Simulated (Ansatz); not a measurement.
# BBrClH3O2: search for a transition state, part 2 of 2

Ansatz 0.2.0, Gaussian basis; PBE0-D4. Earlier steps stand in the parts before.

**6. Checking the order of the point**

Input file vib/in.yaml:

```yaml
crystal:
  periodic: [false, false, false]
  atoms:
    - {symbol: B, position_ang: [-0.070965, -0.482232, 0.099798]}
    - {symbol: Cl, position_ang: [0.626257, 0.616379, -1.602042]}
    - {symbol: O, position_ang: [0.929262, -1.173144, 0.666226]}
    - {symbol: O, position_ang: [-1.278849, -1.014681, -0.137203]}
    - {symbol: H, position_ang: [0.278861, 1.553150, -0.460056]}
    - {symbol: Br, position_ang: [-0.304515, 1.610958, 1.157579]}
    - {symbol: H, position_ang: [1.742094, -0.685622, 0.808321]}
    - {symbol: H, position_ang: [-1.922245, -0.424808, -0.532623]}
basis:
  gaussian: {orbitals: def2-TZVP}
hamiltonian: {xc: pbe0, dispersion: d4}
phonons: {temperatures: {t_min: 298.15, t_max: 900, t_step: 200}}
```

The run is started by

```
> ansatz run in.yaml --threads 8 --pin off --events-out ev --progress --plain --max-ram 19148MiB
```

Output (excerpt; [...] marks lines left out):

```text
Functional definition: PBE0
  name "PBE0"
  cite "Adamo & Barone, J. Chem. Phys. 110, 6158 (1999) doi:10.1063/1.478522"
  cite "Perdew, Burke & Ernzerhof, Phys. Rev. Lett. 77, 3865 (1996) doi:10.1103/PhysRevLett.77.3865"
  parent pbe
[...]
1284 factors; their error is unknown
[...]
mean field -87376.28177635 eV, -3211.0191295100 hartree, gradient 3.6e-5 eV, S^2 0.000000; 0 other end points of the search recorded, 0 dependent functions left out
[...]
reference -87376.28180363 eV, -3211.0191305124 hartree; 38, 38 occupied and 158, 158 virtual orbitals, 1284 factors
[... from here to the last solve, the lines of the solves are left out (47 solves) ...]
1284 factors; their error is unknown
[...]
mean field -87376.28174787 eV, -3211.0191284632 hartree, gradient 1.1e-6 eV, S^2 0.000000; 0 other end points of the search recorded, 0 dependent functions left out
[...]
WARN: phonons: modes at or below zero, which the zero-point energy, F, S and C_V leave out: 1, the lowest at -665.48 cm⁻¹. A minimum has none, and a first-order saddle one
[...]
Total energy: -87376.45837792 eV, -3211.0256194977 hartree
Atom 0 at    -0.070965    -0.482232     0.099798 Å, force    -0.000089    -0.000102    -0.000971 eV/Å
Atom 1 at     0.626257     0.616379    -1.602042 Å, force    -0.000573     0.000255     0.001770 eV/Å
Atom 2 at     0.929262    -1.173144     0.666226 Å, force     0.005623     0.003112     0.001639 eV/Å
Atom 3 at    -1.278849    -1.014681    -0.137203 Å, force     0.001149    -0.001360     0.000252 eV/Å
Atom 4 at     0.278861     1.553150    -0.460056 Å, force     0.000088     0.000269     0.000018 eV/Å
Atom 5 at    -0.304515     1.610958     1.157579 Å, force     0.000333    -0.000299    -0.001378 eV/Å
Atom 6 at     1.742094    -0.685622     0.808321 Å, force    -0.004922    -0.003251    -0.000992 eV/Å
Atom 7 at    -1.922245    -0.424808    -0.532623 Å, force    -0.001609     0.001375    -0.000336 eV/Å
Dipole moment:     0.070446     0.177031    -0.159425 e Å
Vibrations: -665.48 107.95 227.37 247.60 267.74 292.81 307.46 424.88 465.05 608.80 867.93 944.44 971.44 1077.43 1182.89 1548.47 3925.11 3927.60 cm⁻¹, zero-point energy 1.078351 eV
```

Wall time 38 s (8 threads of Intel Xeon 6975P-C, shared host); peak memory 0.64 GiB.

Wavenumbers and character of the modes:

```
mode  wavenumber (cm⁻¹)                                                            character
   1               665i                                               changes Cl2–H5, H5–Br6
   2                108                                                              torsion
   3                227  not assigned (largely outside the bonds, angles and torsions drawn)
   4                248                                               Br–H stretch with bend
   5                268  not assigned (largely outside the bonds, angles and torsions drawn)
   6                293                                                              torsion
   7                307  not assigned (largely outside the bonds, angles and torsions drawn)
   8                425                                                              torsion
   9                465                                                                 bend
  10                609  not assigned (largely outside the bonds, angles and torsions drawn)
  11                868  not assigned (largely outside the bonds, angles and torsions drawn)
  12                944                                                                 bend
  13                971                                                bend with B–O stretch
  14               1077                                                B–O stretch with bend
  15               1183                                                bend with B–O stretch
  16               1548                                                          B–O stretch
  17               3925                                                          O–H stretch
  18               3928                                                          O–H stretch
```

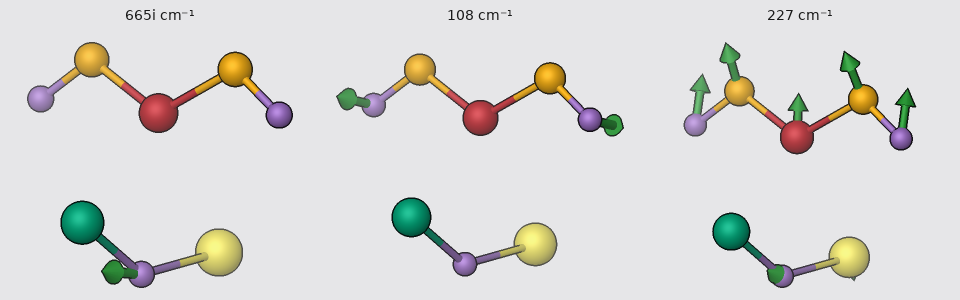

How the atoms move in 3 of the modes.

Vibrational sums (real modes only):

```
T (K)  entropy (J/mol/K)  heat capacity (J/mol/K)
  298               58.4                     68.3
  498               99.7                     92.2
  698              133.1                    105.1
  898              160.6                    112.7
```

**7. Relaxing after a step of 0.30 Å one way along the mode**

Input file downa/in.yaml:

```yaml
crystal:
  periodic: [false, false, false]
  atoms:
    - {symbol: B, position_ang: [-0.159937, -0.411361, 0.356581]}
    - {symbol: Cl, position_ang: [0.662508, 0.807076, -1.645500]}
    - {symbol: O, position_ang: [0.941717, -1.185989, 0.639401]}
    - {symbol: O, position_ang: [-1.270228, -1.028886, -0.172135]}
    - {symbol: H, position_ang: [0.372574, 1.465384, -0.731193]}
    - {symbol: Br, position_ang: [-0.343106, 1.446829, 1.210529]}
    - {symbol: H, position_ang: [1.733536, -0.678867, 0.835309]}
    - {symbol: H, position_ang: [-1.937165, -0.414185, -0.492992]}
basis:
  gaussian: {orbitals: def2-TZVP}
hamiltonian: {xc: pbe0, dispersion: d4}
relax: {f_tol: 0.005, max_steps: 200}
```

The run is started by

```
> ansatz run in.yaml --threads 8 --pin off --events-out ev --progress --plain --max-ram 19148MiB
```

Output (excerpt; [...] marks lines left out):

```text
Functional definition: PBE0
  name "PBE0"
  cite "Adamo & Barone, J. Chem. Phys. 110, 6158 (1999) doi:10.1063/1.478522"
  cite "Perdew, Burke & Ernzerhof, Phys. Rev. Lett. 77, 3865 (1996) doi:10.1103/PhysRevLett.77.3865"
  parent pbe
[...]
1284 factors; their error is unknown
[...]
mean field -87376.30570585 eV, -3211.0200089029 hartree, gradient 3.5e-5 eV, S^2 0.000000; 0 other end points of the search recorded, 0 dependent functions left out
[...]
reference -87376.30573280 eV, -3211.0200098931 hartree; 38, 38 occupied and 158, 158 virtual orbitals, 1284 factors
relax step   1: F+E_penalty+E_count = -87376.48077322 eV  Δ(F+E_penalty+E_count) = +0.000e0 eV  max|allowed force component| = 5.640e0 eV/Å  Δτ_max = 0.0000 Å  (29 SCF iters, accepted)
[...]
reference -87377.38233368 eV, -3211.0595742458 hartree; 38, 38 occupied and 158, 158 virtual orbitals, 1284 factors
Total energy: -87377.52286220 eV, -3211.0647385737 hartree
Atom 0 at    -0.265853    -0.639506     0.595826 Å, force     0.000078    -0.001692    -0.000886 eV/Å
Atom 1 at     1.022039     1.670007    -2.440888 Å, force    -0.000049     0.000059     0.000391 eV/Å
Atom 2 at     0.842194    -1.362942     0.819020 Å, force     0.000225    -0.000456     0.000386 eV/Å
Atom 3 at    -1.340695    -1.210530     0.030438 Å, force    -0.000340    -0.000504     0.000151 eV/Å
Atom 4 at     0.582152     1.771842    -1.235503 Å, force     0.000161     0.000075    -0.000260 eV/Å
Atom 5 at    -0.319472     1.263092     1.111603 Å, force    -0.000069     0.000603     0.000097 eV/Å
Atom 6 at     1.563496    -0.873350     1.218522 Å, force    -0.001105     0.001040    -0.000470 eV/Å
Atom 7 at    -2.083962    -0.618611    -0.099018 Å, force     0.001100     0.000874     0.000591 eV/Å
Dipole moment:    -0.132214     0.113621     0.379344 e Å
```

Run time: 18 s. Hardware: 8 threads of Intel Xeon 6975P-C, shared host; peak memory 0.62 GiB.

Along the way:

```
step  energy from step 1 (eV)  largest force component (eV/Å)
   1                   0.0000                          5.6401
   2                  -0.6838                          1.9640
   3                  -0.9219                          0.6681
   4                  -0.9782                          0.6424
   5                  -1.0043                          0.5429
   6                  -1.0257                          0.3964
   7                  -1.0348                          0.2552
   8                  -1.0387                          0.1583
   9                  -1.0404                          0.0805
  10                  -1.0408                          0.1077
  11                  -1.0414                          0.1210
  12                  -1.0417                          0.0760
  13                  -1.0419                          0.0200
  14                  -1.0420                          0.0198
  15                  -1.0421                          0.0024
  16                  -1.0421                          0.0021
  17                  -1.0421                          0.0017
```

Close pairs (by a distance rule), those that changed most:

```
  bond  before (Å)  after (Å)  change (Å)
Cl2–H5       1.163      1.287      +0.124
B1–Br6       2.053      1.972      -0.081
 B1–O3       1.376      1.342      -0.034
 B1–O4       1.376      1.342      -0.034
 O4–H8       0.962      0.959      -0.003
 O3–H7       0.960      0.959      -0.002
```

**8. Relaxing after a step of 0.30 Å the other way along the mode**

Input file downb/in.yaml:

```yaml
crystal:
  periodic: [false, false, false]
  atoms:
    - {symbol: B, position_ang: [0.018007, -0.553104, -0.156984]}
    - {symbol: Cl, position_ang: [0.590007, 0.425681, -1.558584]}
    - {symbol: O, position_ang: [0.916806, -1.160298, 0.693052]}
    - {symbol: O, position_ang: [-1.287469, -1.000476, -0.102272]}
    - {symbol: H, position_ang: [0.185148, 1.640916, -0.188920]}
    - {symbol: Br, position_ang: [-0.265925, 1.775088, 1.104629]}
    - {symbol: H, position_ang: [1.750651, -0.692376, 0.781332]}
    - {symbol: H, position_ang: [-1.907325, -0.435431, -0.572255]}
basis:
  gaussian: {orbitals: def2-TZVP}
hamiltonian: {xc: pbe0, dispersion: d4}
relax: {f_tol: 0.005, max_steps: 200}
```

The run is started by

```
> ansatz run in.yaml --threads 8 --pin off --events-out ev --progress --plain --max-ram 19148MiB
```

Output (excerpt; [...] marks lines left out):

```text
Functional definition: PBE0
  name "PBE0"
  cite "Adamo & Barone, J. Chem. Phys. 110, 6158 (1999) doi:10.1063/1.478522"
  cite "Perdew, Burke & Ernzerhof, Phys. Rev. Lett. 77, 3865 (1996) doi:10.1103/PhysRevLett.77.3865"
  parent pbe
[...]
1284 factors; their error is unknown
[...]
mean field -87376.64075528 eV, -3211.0323217421 hartree, gradient 4.6e-5 eV, S^2 0.000000; 0 other end points of the search recorded, 0 dependent functions left out
[...]
reference -87376.64078260 eV, -3211.0323227462 hartree; 38, 38 occupied and 158, 158 virtual orbitals, 1284 factors
relax step   1: F+E_penalty+E_count = -87376.81599439 eV  Δ(F+E_penalty+E_count) = +0.000e0 eV  max|allowed force component| = 2.711e0 eV/Å  Δτ_max = 0.0000 Å  (28 SCF iters, accepted)
[...]
reference -87377.46140703 eV, -3211.0624801378 hartree; 38, 38 occupied and 158, 158 virtual orbitals, 1284 factors
Total energy: -87377.59746425 eV, -3211.0674801484 hartree
Atom 0 at     0.011416    -0.884949    -0.221847 Å, force    -0.001479     0.000760     0.003547 eV/Å
Atom 1 at     0.540333     0.325945    -1.445879 Å, force    -0.000132    -0.001053    -0.000413 eV/Å
Atom 2 at     0.901582    -1.410392     0.638155 Å, force    -0.001884     0.000035    -0.002286 eV/Å
Atom 3 at    -1.274993    -1.272697    -0.166601 Å, force     0.002880    -0.000523    -0.000842 eV/Å
Atom 4 at     0.113155     2.214652     0.150084 Å, force     0.000581    -0.001121    -0.001892 eV/Å
Atom 5 at    -0.243370     2.944545     1.322531 Å, force    -0.000262     0.000920     0.001959 eV/Å
Atom 6 at     1.793280    -1.073393     0.534034 Å, force     0.000871     0.000645     0.000340 eV/Å
Atom 7 at    -1.841503    -0.843711    -0.810479 Å, force    -0.000574     0.000337    -0.000413 eV/Å
Dipole moment:     0.115364    -0.054982    -0.337726 e Å
```

It took 20 s on 8 threads of Intel Xeon 6975P-C, shared host; peak memory 0.62 GiB.

Along the way: (the energy doesn't fall at every step)

```
step  energy from step 1 (eV)  largest force component (eV/Å)
   1                   0.0000                          2.7110
   2                  -0.4602                          1.1386
   3                  -0.6472                          0.4930
   4                  -0.7233                          0.4012
   5                  -0.7689                          0.3897
   6                  -0.7769                          0.1706
   7                  -0.7791                          0.0601
   8                  -0.7796                          0.0384
   9                  -0.7798                          0.0351
  10                  -0.7802                          0.1101
  11                  -0.7806                          0.0705
  12                  -0.7811                          0.0428
  13                  -0.7813                          0.0210
  14                  -0.7814                          0.0153
  15                  -0.7802                          0.1822
  16                  -0.7814                          0.0059
  17                  -0.7814                          0.0087
  18                  -0.7814                          0.0086
  19                  -0.7814                          0.0069
  20                  -0.7814                          0.0035
```

Close pairs (by a distance rule), those that changed most:

```
  bond  before (Å)  after (Å)  change (Å)
H5–Br6       1.376      1.426      +0.050
 B1–O4       1.381      1.345      -0.036
 B1–O3       1.378      1.345      -0.033
 O4–H8       0.961      0.959      -0.003
B1–Cl2       1.803      1.801      -0.002
 O3–H7       0.960      0.959      -0.001
```

**9. The three structures**

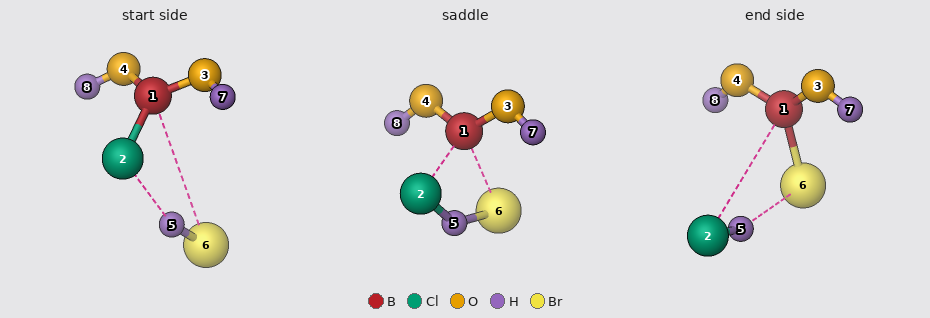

The minimum on the start side, the saddle and the minimum on the end side; broken lines join the pairs that change, where they aren't drawn as bonds.

```
  pair  start side (Å)  saddle (Å)  end side (Å)
B1–Br6           4.137       2.357         1.972
Cl2–H5           2.509       1.517         1.287
B1–Cl2           1.801       2.142         4.027
H5–Br6           1.426       1.721         2.565
```

**10. Outcome**

The summary covers parts 1 to 2.

```
                       quantity                                                       value
                 imaginary mode                                                   665i cm⁻¹
    barrier from the start side                                                109.9 kJ/mol
      barrier from the end side                                                102.7 kJ/mol
             energy of the step                                                 +7.2 kJ/mol
              pairs that change  B1–Br6 formed, Cl2–H5 formed, B1–Cl2 broken, H5–Br6 broken
zero-point energy at the saddle                                                    1.078 eV
```

The point has a single imaginary mode (665i cm⁻¹), as a transition state must. The two relaxations end on the structures that were planned. At PBE0-D4/def2-TZVP the electronic barrier is 109.9 kJ/mol, about 44 kT at 298 K, and the step runs 7.2 kJ/mol uphill. These are plain relaxations, not an intrinsic reaction coordinate. The ends are the nearest minima, not always the lowest complexes.
